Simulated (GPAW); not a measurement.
**Al: optical spectrum from first principles**

Aim: the dielectric function of Al, and the optical constants that follow from it.

Calculated with GPAW 26.7.0; DFT, PBE, plane-wave PAW (GPAW data sets), scalar-relativistic, RPA, optical limit.

## (1) The structure

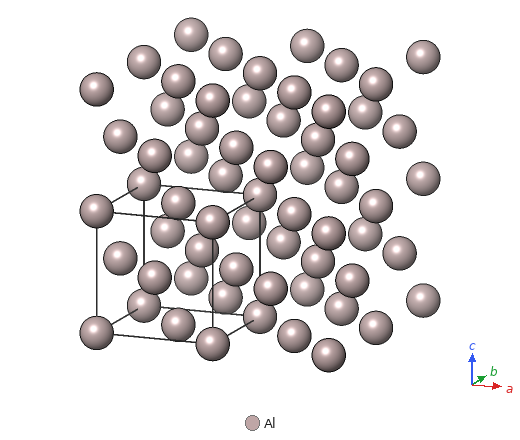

The cell as given, slightly off an axis (aluminium light grey). 2×2×2 cells are drawn. This picture shows the conventional cell, with its axes. Some periodic images of atoms are drawn too.

As a file:

```cif
data_structure
_symmetry_space_group_name_H-M 'Fm-3m'
_symmetry_Int_Tables_number 225
_cell_length_a 4.0496
_cell_length_b 4.0496
_cell_length_c 4.0496
_cell_angle_alpha 90.000
_cell_angle_beta 90.000
_cell_angle_gamma 90.000
_cell_volume 66.41
loop_
_atom_site_label
_atom_site_type_symbol
_atom_site_symmetry_multiplicity
_atom_site_Wyckoff_symbol
_atom_site_fract_x
_atom_site_fract_y
_atom_site_fract_z
_atom_site_occupancy
Al1 Al 4 a 0.00000 0.00000 0.00000 1
```

## (2) Ground state

The self-consistent density comes first; it also tells whether there is a gap, which decides the occupations and the need for a Drude term.

This step: DFT, PBE, plane-wave PAW (GPAW data sets), scalar-relativistic, ground state (GPAW 26.7.0).

The input, gs.py:

```python
from ase import Atoms
from ase.dft.bandgap import bandgap
from gpaw import GPAW, PW, FermiDirac

atoms = Atoms(['Al'],
              cell=[[0.000000000000, 2.024805000000, 2.024805000000],
                    [2.024805000000, 0.000000000000, 2.024805000000],
                    [2.024805000000, 2.024805000000, 0.000000000000]],
              scaled_positions=[[0.000000000000, 0.000000000000, 0.000000000000]],
              pbc=[True, True, True])
atoms.calc = GPAW(mode=PW(450), xc='PBE', kpts={'size': (9, 9, 9), 'gamma': True},
                  occupations=FermiDirac(0.05), maxiter=150, txt='gs.txt')
print('energy (eV)', atoms.get_potential_energy())
print('Fermi level (eV)', atoms.calc.get_fermi_level())
print('valence electrons', atoms.calc.get_number_of_electrons())
print('gap (eV)', bandgap(atoms.calc, output=None)[0])
print('direct gap (eV)', bandgap(atoms.calc, direct=True, output=None)[0])
atoms.calc.write('gs.gpw')
```

Started as:

```
$ OMP_NUM_THREADS=1 python gs.py
```

Numbers of over 12 decimals in the logs are rounded to 6 here.

Log:

```text
__  _  _
 | _ |_)|_||  |
 |__||  | ||/\| - 26.7.0

Versions:
  Python: 3.12.14
  ASE:    3.29.0
  Numpy:  2.5.5
  Scipy:  1.18.1
  Libxc:  7.0.0

Input parameters:
  mode=PW(ecut=450.000000),
  kpts=MonkhorstPack(size=(9, 9, 9), gamma=True),
  maxiter=150,
  occupations=Occupations(name='fermi-dirac', width=0.05, fixmagmom=False),
  xc=XC(name='PBE')

Diagonalizing LCAO Hamiltonian
Converting LCAO to pw mode

       Al

Atoms  # Å, Bohr magnetons
|   | symbol |        x |        y |        z |    initial magnetic moments |
| 0 |     Al | 0.000000 | 0.000000 | 0.000000 | ( 0.0000,  0.0000,  0.0000) |

Unit cell  # Å
| periodic |        x |        y |        z |  lengths |    angles |
|      yes | 0.000000 | 2.024805 | 2.024805 | 2.863507 | 60.000000 |
|      yes | 2.024805 | 0.000000 | 2.024805 | 2.863507 | 60.000000 |
|      yes | 2.024805 | 2.024805 | 0.000000 | 2.863507 | 60.000000 |

Number of symmetries: 48
Symmetry operations  # r_c * U_cc + t_c -> r_c
|    | kind |            matrix            |
|  0 |  σ   |  1, 0, 0,  1, 0,-1,  1,-1, 0 |
|  1 |  C2  |  1, 0, 0,  1,-1, 0,  1, 0,-1 |
|  2 |  E   |  1, 0, 0,  0, 1, 0,  0, 0, 1 |
|  3 |  σ   |  1, 0, 0,  0, 0, 1,  0, 1, 0 |
|  4 |  C4  |  1, 0,-1,  1, 0, 0,  1,-1, 0 |
|  5 |  S6  |  1, 0,-1,  1,-1, 0,  1, 0, 0 |
|  6 |  σ   |  1, 0,-1,  0, 1,-1,  0, 0,-1 |
|  7 |  C3  |  1, 0,-1,  0, 0,-1,  0, 1,-1 |
|  8 |  S6  |  1,-1, 0,  1, 0, 0,  1, 0,-1 |
|  9 |  C4  |  1,-1, 0,  1, 0,-1,  1, 0, 0 |
| 10 |  C3  |  1,-1, 0,  0,-1, 1,  0,-1, 0 |
| 11 |  σ   |  1,-1, 0,  0,-1, 0,  0,-1, 1 |
| 12 |  σ   |  0, 1, 0,  1, 0, 0,  0, 0, 1 |
| 13 |  C4  |  0, 1, 0,  0, 1,-1, -1, 1, 0 |
| 14 |  C3  |  0, 1, 0,  0, 0, 1,  1, 0, 0 |
| 15 |  S6  |  0, 1, 0, -1, 1, 0,  0, 1,-1 |
| 16 |  C2  |  0, 1,-1,  1, 0,-1,  0, 0,-1 |
| 17 |  σ   |  0, 1,-1,  0, 1, 0, -1, 1, 0 |
| 18 |  S4  |  0, 1,-1,  0, 0,-1,  1, 0,-1 |
| 19 |  C4  |  0, 1,-1, -1, 1, 0,  0, 1, 0 |
| 20 |  C3  |  0, 0, 1,  1, 0, 0,  0, 1, 0 |
| 21 |  σ   |  0, 0, 1,  0, 1, 0,  1, 0, 0 |
| 22 |  S6  |  0, 0, 1,  0,-1, 1, -1, 0, 1 |
| 23 |  C4  |  0, 0, 1, -1, 0, 1,  0,-1, 1 |
| 24 |  S4  |  0, 0,-1,  1, 0,-1,  0, 1,-1 |
| 25 |  C3  |  0, 0,-1,  0, 1,-1,  1, 0,-1 |
| 26 |  C2  |  0, 0,-1,  0,-1, 0, -1, 0, 0 |
| 27 |  S6  |  0, 0,-1, -1, 0, 0,  0,-1, 0 |
| 28 |  S4  |  0,-1, 1,  1,-1, 0,  0,-1, 0 |
| 29 |  C4  |  0,-1, 1,  0, 0, 1, -1, 0, 1 |
| 30 |  C2  |  0,-1, 1,  0,-1, 0,  1,-1, 0 |
| 31 |  σ   |  0,-1, 1, -1, 0, 1,  0, 0, 1 |
| 32 |  C3  |  0,-1, 0,  1,-1, 0,  0,-1, 1 |
| 33 |  S6  |  0,-1, 0,  0, 0,-1, -1, 0, 0 |
| 34 |  S4  |  0,-1, 0,  0,-1, 1,  1,-1, 0 |
| 35 |  C2  |  0,-1, 0, -1, 0, 0,  0, 0,-1 |
| 36 |  C2  | -1, 1, 0,  0, 1, 0,  0, 1,-1 |
| 37 |  S6  | -1, 1, 0,  0, 1,-1,  0, 1, 0 |
| 38 |  S4  | -1, 1, 0, -1, 0, 1, -1, 0, 0 |
| 39 |  C3  | -1, 1, 0, -1, 0, 0, -1, 0, 1 |
| 40 |  S6  | -1, 0, 1,  0, 0, 1,  0,-1, 1 |
| 41 |  C2  | -1, 0, 1,  0,-1, 1,  0, 0, 1 |
| 42 |  C3  | -1, 0, 1, -1, 1, 0, -1, 0, 0 |
| 43 |  S4  | -1, 0, 1, -1, 0, 0, -1, 1, 0 |
| 44 |  C2  | -1, 0, 0,  0, 0,-1,  0,-1, 0 |
| 45 |  i   | -1, 0, 0,  0,-1, 0,  0, 0,-1 |
| 46 |  σ   | -1, 0, 0, -1, 1, 0, -1, 0, 1 |
| 47 |  C2  | -1, 0, 0, -1, 0, 1, -1, 1, 0 |

BZ-sampling:
  Number of BZ points: 729
  Number of IBZ points: 35

  Monkhorst-Pack size: [9, 9, 9]
  Monkhorst-Pack shift: [0, 0, 0]

K-points  # in reciprocal-cell coordinates
|     |                                coordinates |     weight |
|   0 | (  0.00000000,   0.00000000,   0.00000000) | 0.00137174 |
|   1 | (  0.11111111,   0.11111111,   0.00000000) | 0.00823045 |
|   2 | (  0.11111111,   0.11111111,   0.11111111) | 0.01097394 |
|   3 | (  0.22222222,   0.11111111,   0.11111111) | 0.01646091 |
|   4 | (  0.22222222,   0.22222222,   0.00000000) | 0.00823045 |
|   5 | (  0.22222222,   0.22222222,   0.11111111) | 0.03292181 |
|   6 | (  0.22222222,   0.22222222,   0.22222222) | 0.01097394 |
|   7 | (  0.33333333,   0.22222222,   0.11111111) | 0.03292181 |
|   8 | (  0.33333333,   0.22222222,   0.22222222) | 0.03292181 |
|   9 | (  0.33333333,   0.33333333,  -0.33333333) | 0.01646091 |
| ... |                                            |            |
|  34 | (  0.44444444,   0.44444444,   0.44444444) | 0.01097394 |

Plane wave coefficients: 368
Cutoff: 450.000000 eV

Spin-components: 1 (collinear spins)
Bands:           4
Projectors:      5
Spin-degeneracy: 2
Datatype:        complex128

Parallelization:
  kpt:    1
  domain: 1
  band:   1

Density:
  Valence electrons: 3.0
  Components: 1
  Grid points: [15 15 15]
  Charge: 0.0  # |e|

Potential:
  Grid points: [15 15 15]

species:
  Al:
    name:    Aluminium
    id:
    Z:       13.0
    valence: 3
    core:    10
    charge:  0.0  # [|e|]
    compensation charges:
      type: gauss
      rc: 0.34  # [Å]
      lmax: 2
    cutoffs:
      filter: 1.91  # [Å]
      core: 2.36  # [Å]
    projectors
    | kind |    occ | energy [eV] | rcut [Å] |
    |   3s |  2.000 |      -7.753 |    1.085 |
    |   3p |  1.000 |      -2.712 |    1.085 |
    |    s |        |      19.459 |    1.085 |
    |    p |        |      24.499 |    1.085 |
    |    d |        |       0.000 |    1.085 |

    Using partial waves for Al as LCAO basis

Reference energy: -6603.423265  # eV

eigensolver:
  PPCG
  Converge bands: occupied
  niter=2

density mixing:
  MSR1-Mixer
  Pratt-step length: 0.05
  Maximum mixing coefficient: 0.75
  Old densities: 10
  SVD Regularization: 0.005
  Good broyden scale: 1.0
  Trust region scale: 1.0
  Backstep threshold: 4.0
  History deletion threshold: 6.0
  Fourier metric: weight=20.0, sigma=0.015

occupation numbers:
  Fermi-Dirac:
    width: 0.0500  # eV

poisson solver:
  ecut: 3600.000000  # eV

xc functional:
  name: PBE with 2 nearest neighbor stencil

convergence criteria:
- Maximum [total energy] change in last 3 cyles: 0.0005 eV / valence electron
- Maximum integral of absolute [dens]ity change: 0.0001 electrons / valence electron
- Maximum integral of absolute [eigenst]ate change: 4e-08 eV^2 / valence electron
maximum number of iterations: 150

SCF iterations
|iter     |      energy | eigst |  dens |
|iter:   1||   -3.706482 | -0.24 |       |
|iter:   2||   -3.706846 | -3.26 | -0.97 |
|iter:   3||   -3.707057c| -3.38 | -1.00 |
|iter:   4||   -3.707298c| -4.00 | -1.57 |
|iter:   5||   -3.707302c| -5.90 | -2.90 |
|iter:   6||   -3.707303c| -6.38 | -3.31 |
|iter:   7||   -3.707303c| -8.19c| -4.73c|

Converged in 7 steps
SCF loop duration: 1.136 s (0.162 s/step)
Energy contributions relative to reference atoms: (reference = -6603.423265)

Energy contributions:
  Kinetic:           3.581710
  Coulomb:          -1.685210
  Zero:             -0.006413
  External:          0.000000
  Xc:               -5.594827
  Entropy:          -0.005125
  Spinorbit:         0.000000
  ----------------------------
  Free energy:      -3.709866
  Extrapolated:     -3.707303

dipole moment: (-6.947769, -6.947769, -6.947769)  # |e|*Ang

Fermi level: 7.073
Eigenvalues  # (at kpt = [0.000, 0.000, 0.000])
| band index |      eig [eV] | occ [0-2] |
|          0 |        -3.994 |     2.000 |
|          1 |        21.142 |     0.000 |
|          2 |        21.142 |     0.000 |
|          3 |        21.142 |     0.000 |

No gap
No difference between direct/indirect transitions

--- standard output ---
energy (eV) -3.707303
Fermi level (eV) 7.072847
valence electrons 3.0
gap (eV) 0.0
direct gap (eV) 0.0
```

Wall time 2.5 s (1 thread of Arm Neoverse V1, shared host); peak memory 0.11 GiB.

Read-outs, printed or worked out from the files:

```
energy       : -3.707 eV
Fermi energy : 7.073 eV
electrons    : 3
```

There are states at the Fermi level within the smearing, so the occupations stay smeared and the carriers get a Drude term.

## (3) Bands for the response

At the fixed density, many empty bands are solved on the mesh of the response, since the spectrum sums over them.

This step: DFT, PBE, plane-wave PAW (GPAW data sets), scalar-relativistic, bands at fixed density (GPAW 26.7.0).

The input, nscf.py:

```python
from ase.dft.bandgap import bandgap
from gpaw import GPAW, FermiDirac

calc = GPAW('gs.gpw').fixed_density(kpts={'size': (20, 20, 20), 'gamma': True}, nbands=20, convergence={'bands': 14},
                                    occupations=FermiDirac(0.05), txt='nscf.txt')
print('gap (eV)', bandgap(calc, output=None)[0])
print('direct gap (eV)', bandgap(calc, direct=True, output=None)[0])
print('top band over the Fermi level (eV)', min(calc.get_eigenvalues(kpt=k)[13] for k in range(len(calc.get_ibz_k_points()))) - calc.get_fermi_level())
calc.write('full.gpw', mode='all')
```

Started as:

```
$ OMP_NUM_THREADS=1 python nscf.py
```

Log:

```text
Diagonalizing LCAO Hamiltonian
Converting LCAO to pw mode
convergence criteria:
- Maximum integral of absolute [eigenst]ate change: 4e-08 eV^2 / valence electron
maximum number of iterations: 150

SCF iterations
|iter     |      energy | eigst |  dens |
|iter:   1||             | +3.64 |       |
|iter:   2||             | +1.76 |       |
|iter:   3||             | -0.89 |       |
|iter:   4||             | -2.81 |       |
|iter:   5||             | -4.93 |       |
|iter:   6||             | -6.66 |       |
|iter:   7||             | -7.50c|       |
SCF steps: 7
  __  _  _
 | _ |_)|_||  |
 |__||  | ||/\| - 26.7.0

Versions:
  Python: 3.12.14
  ASE:    3.29.0
  Numpy:  2.5.5
  Scipy:  1.18.1
  Libxc:  7.0.0

Input parameters:
  mode=PW(ecut=450.000000),
  convergence={'bands': 14},
  gpts=array([15, 15, 15]),
  kpts=MonkhorstPack(size=(20, 20, 20), gamma=True),
  maxiter=150,
  nbands=20,
  occupations=Occupations(name='fermi-dirac', width=0.05, fixmagmom=False),
  parallel={},
  xc=XC(name='PBE')

--- standard output ---
gap (eV) 0.0
direct gap (eV) 0.0
top band over the Fermi level (eV) 24.722755
```

Wall time 25 s (1 thread); peak memory 0.17 GiB.

## (4) Dielectric function, RPA

Transitions between filled and empty bands, summed over the zone, give the optical response, so mesh, band count and broadening shape it.

The induced potential is part of this response.

This step: DFT, PBE, plane-wave PAW (GPAW data sets), scalar-relativistic, RPA, optical limit (GPAW 26.7.0).

The input, df.py:

```python
from gpaw.response.df import DielectricFunction

df = DielectricFunction('full.gpw', frequencies={'type': 'nonlinear', 'domega0': 0.03, 'omega2': 8},
                        ecut=80,
                        eta=0.1,
                        nbands=14,
                        rate=0.1,
                        txt='df.txt')
for direction in ['x']:
    df.get_dielectric_function(xc='RPA', direction=direction, filename=f'df_{direction}.csv')
```

Started as:

```
$ OMP_NUM_THREADS=1 python df.py
```

Log:

```text
Using integrator: PointIntegrator
NonLinearFrequencyDescriptor(from 0.000 to 51.823 eV, 470 points)
Nonperiodic BCs:  [False False False]
Using integrator: PointIntegrator
NonLinearFrequencyDescriptor(from 0.000 to 51.823 eV, 470 points)
Nonperiodic BCs:  [False False False]
Using integrator: PointIntegrator

Calculating chi0 body with:
    Ground state adapter containing:
    Number of spins: 1
    Number of kpoints: 8000
    Number of irreducible kpoints: 256
    Number of completely occupied states: 1
    Number of partially occupied states: 3

    Linear response parametrization:
    q_c: [0.0, 0.0, 0.0]
    Number of frequency points: 470
    Planewave cutoff: 80.0
    Number of bands: 14
    Number of planewaves: 27
    Broadening (eta): 0.1

Integrating chi0 body.

Symmetries of q_c:
    Direct symmetries (Uq -> q): 48
    Indirect symmetries (TUq -> q): 0
In total 48 allowed symmetries.

256 groups of equivalent kpoints. 96.8% reduction.

Integral kind: spectral function

Calculating chi0 optical extensions with:
    Ground state adapter containing:
    Number of spins: 1
    Number of kpoints: 8000
    Number of irreducible kpoints: 256
    Number of completely occupied states: 1
    Number of partially occupied states: 3

    Linear response parametrization:
    Number of frequency points: 470
    Planewave cutoff: 80.0
    Number of bands: 14
    Number of planewaves: 27
    Broadening (eta): 0.1
Integrating chi0 head and wings.

Symmetries of q_c:
    Direct symmetries (Uq -> q): 48
    Indirect symmetries (TUq -> q): 0
In total 48 allowed symmetries.

256 groups of equivalent kpoints. 96.8% reduction.

Integral kind: spectral function wings

Calculating drude chi0 with:
    Number of frequency points:470
    Plasma frequency decay rate: 0.1 eV

    Ground state adapter containing:
    Number of spins: 1
    Number of kpoints: 8000
    Number of irreducible kpoints: 256
    Number of completely occupied states: 1
    Number of partially occupied states: 3

Symmetries of q_c:
    Direct symmetries (Uq -> q): 48
    Indirect symmetries (TUq -> q): 0
In total 48 allowed symmetries.

256 groups of equivalent kpoints. 96.8% reduction.

Integral kind: intraband
Plasma frequency:
[[11.01-0.j  0.  -0.j  0.  +0.j]
 [ 0.  -0.j 11.01-0.j  0.  +0.j]
 [ 0.  +0.j  0.  +0.j 11.01-0.j]]
```

Run time: 6.4 s. Hardware: 1 thread; peak memory 0.18 GiB.

This step gave:

- centre of weight of the strongest loss peak in the window: 14.17 eV

The Im ε, E ∥ x has structure finer than the step of the table below, so its rows give means over 1 eV, whole bins alone (the curve runs from 0.305 to 19.9 eV). Peaks (eV: height): 1.5: 75.1, 2.2: 36.3.

Sum at mesh points, not converged in k. Im ε, E ∥ x against photon energy; means over each step:

| photon energy (eV) | Im ε, E ∥ x |
| --- | --- |
| 1 | 78.9 |
| 2 | 23.0 |
| 3 | 4.08 |
| 4 | 3.15 |
| 5 | 1.18 |
| 6 | 0.453 |
| 7 | 0.479 |
| 8 | 0.180 |
| 9 | 0.191 |
| 10 | 0.124 |
| 11 | 0.0768 |
| 12 | 0.0789 |
| 13 | 0.0457 |

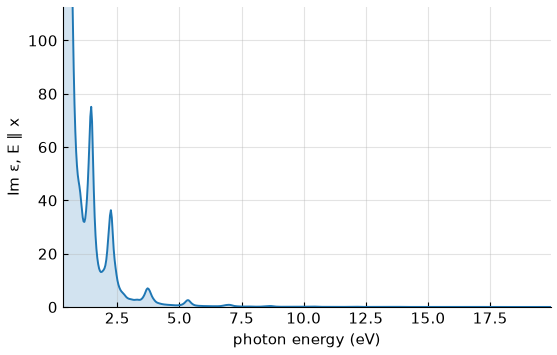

Im ε, E ∥ x, plotted against photon energy. Below 1 eV the curve runs off the scale.

Values under 1 per cm are given as 1; sum at mesh points, not converged in k. The absorption coefficient, E ∥ x by photon energy:

| photon energy (eV) | absorption coefficient, E ∥ x (1/cm) |
| --- | --- |
| 2 | 1.1e6 |
| 4 | 1.5e6 |
| 6 | 1.3e6 |
| 8 | 1.2e6 |
| 10 | 9.9e5 |
| 12 | 7.4e5 |
| 14 | 3.0e5 |
| 16 | 40569 |
| 18 | 28417 |

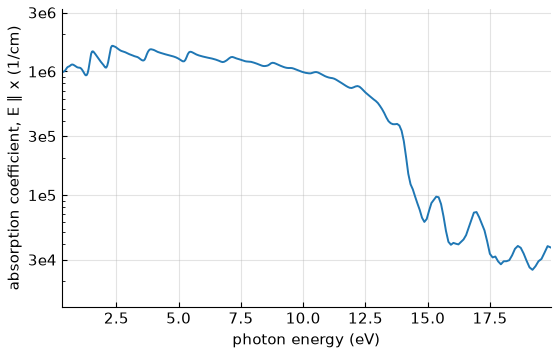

Absorption coefficient, E ∥ x against photon energy.

The loss function −Im 1/ε at q → 0, E ∥ x has structure finer than the step of the table below, so its rows give means over 1 eV, whole bins alone (the curve runs from 0.305 to 19.9 eV). Peaks (eV: height): 14.1: 28.8.

Sum at mesh points, not converged in k. Table of loss function −Im 1/ε at q → 0, E ∥ x by energy loss; means over each step:

| energy loss (eV) | loss function −Im 1/ε at q → 0, E ∥ x |
| --- | --- |
| 1 | 0.00487 |
| 2 | 0.0108 |
| 3 | 0.00875 |
| 4 | 0.0186 |
| 5 | 0.0285 |
| 6 | 0.0185 |
| 7 | 0.0483 |
| 8 | 0.0435 |
| 9 | 0.0786 |
| 10 | 0.138 |
| 11 | 0.173 |
| 12 | 0.540 |
| 13 | 2.19 |
| 14 | 14.2 |
| 15 | 2.64 |
| 16 | 0.614 |
| 17 | 0.375 |
| 18 | 0.139 |
| 19 | 0.107 |

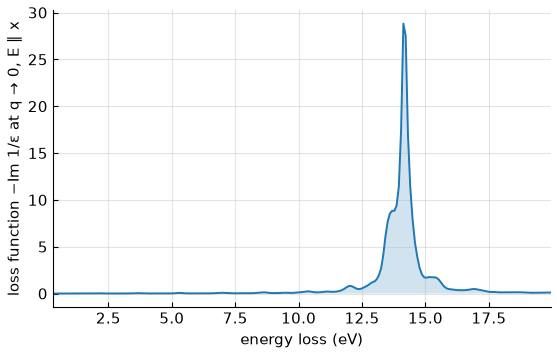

Loss function −Im 1/ε at q → 0, E ∥ x, plotted against energy loss.

Sum at mesh points, not converged in k. Table of reflectivity at normal incidence, E ∥ x by photon energy; read off at these points:

| photon energy (eV) | reflectivity at normal incidence, E ∥ x (%) |
| --- | --- |
| 1.0 | 93.2 |
| 2.0 | 84.8 |
| 3.0 | 94.1 |
| 4.0 | 91.1 |
| 4.7 | 94.6 |
| 5.0 | 92.6 |
| 6.0 | 94.3 |
| 7.0 | 80.4 |
| 7.6 | 93.9 |
| 8.0 | 93.8 |
| 9.0 | 93.0 |
| 10.0 | 89.1 |
| 11.0 | 89.0 |
| 12.0 | 75.7 |
| 13.0 | 84.2 |
| 14.0 | 66.5 |
| 15.0 | 21.1 |
| 16.0 | 12.4 |
| 17.0 | 8.03 |
| 18.0 | 5.35 |
| 19.0 | 3.89 |

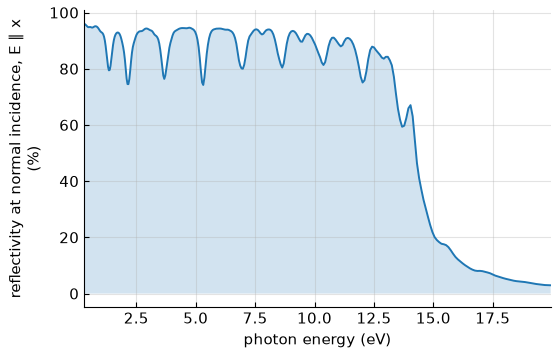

Reflectivity at normal incidence, E ∥ x, plotted against photon energy.

The Im ε, E ∥ x has structure finer than the step of the table below, so its rows give means over 1 eV, whole bins alone (the curve runs from 0.305 to 19.9 eV). Peaks (eV: height): without local fields 1.5: 77.3, 2.2: 36.5; with local fields 1.5: 75.1, 2.2: 36.3.

Sum at mesh points, not converged in k. Table of Im ε, E ∥ x by photon energy; means over each step:

| photon energy (eV) | without local fields | with local fields |
| --- | --- | --- |
| 1 | 79.8 | 78.9 |
| 2 | 23.4 | 23.0 |
| 3 | 4.07 | 4.08 |
| 4 | 3.10 | 3.15 |
| 5 | 1.19 | 1.18 |
| 6 | 0.422 | 0.453 |
| 7 | 0.463 | 0.479 |
| 8 | 0.183 | 0.180 |
| 9 | 0.177 | 0.191 |
| 10 | 0.122 | 0.124 |
| 11 | 0.0715 | 0.0768 |
| 12 | 0.0756 | 0.0789 |
| 13 | 0.0457 | 0.0457 |

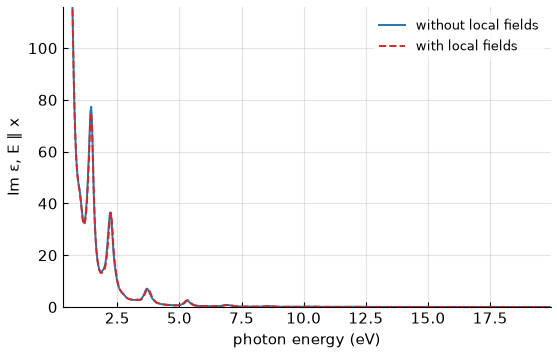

Im ε, E ∥ x, plotted against photon energy. Below 1 eV the curve runs off the scale.

From ε follow the optical constants at some laser and lamp lines:

| wavelength (nm) | n | k | R (%) | 1/α |
| --- | --- | --- | --- | --- |
| 1550 | 2.51 | 13.887 | 95.1 | 8.9 nm |
| 633 | 1.22 | 5.768 | 87.2 | 8.7 nm |
| 532 | 1.88 | 6.821 | 86.3 | 6.2 nm |
| 405 | 0.33 | 4.419 | 93.8 | 7.3 nm |
| 365 | 0.36 | 3.749 | 91.0 | 7.7 nm |
| 308 | 0.31 | 3.644 | 91.8 | 6.7 nm |
| 248 | 0.14 | 2.503 | 92.7 | 7.9 nm |

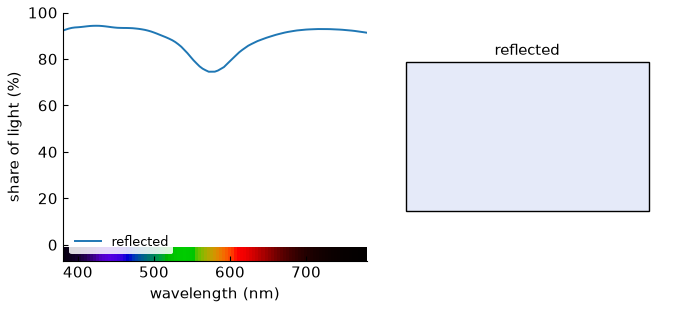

Light reflected across the visible range, with the colour that it makes of daylight (sRGB).

A polished face would reflect 82 % of daylight and look faintly blue (CIE x = 0.300, y = 0.314 under D65).

## (5) What came out

```yaml
centre_of_weight_of_the_strongest_loss_peak_in_the_window_first_axis: 14.2 eV
```

In words: At this level (PBE, RPA) Al is a metal. The mesh is too coarse to trust the carriers' weight, the reflectivity or the colour to better than tens of per cent. A polished face would reflect 82 % of daylight and look faintly blue (CIE x = 0.300, y = 0.314 under D65). The carriers' damping of 0.1 eV is typed, not computed; it shapes the response at the lowest energies. GPAW's carrier term has the form −ωp²/(ω + i·rate)², which damps like twice the rate and fails at low energy, so the curves leave the lowest energies out. The sum runs over mesh points 0.13 Å⁻¹ apart with no interpolation, so peaks are partly noise of the mesh, and the Drude plasma energy, a sum over the Fermi surface, isn't converged.

[Machine, clock and banner lines and Python warnings are left out of the logs.]

[Logs are printed without paths, hosts, clocks, repeated set-up lines and the standing remarks that a program may print on its own settings, such as how far it seeks lower states.]

[Hosts, paths, dates, database ids (printed as entryN), source tags and the programs' standing remarks are cut or masked in the printed files.]
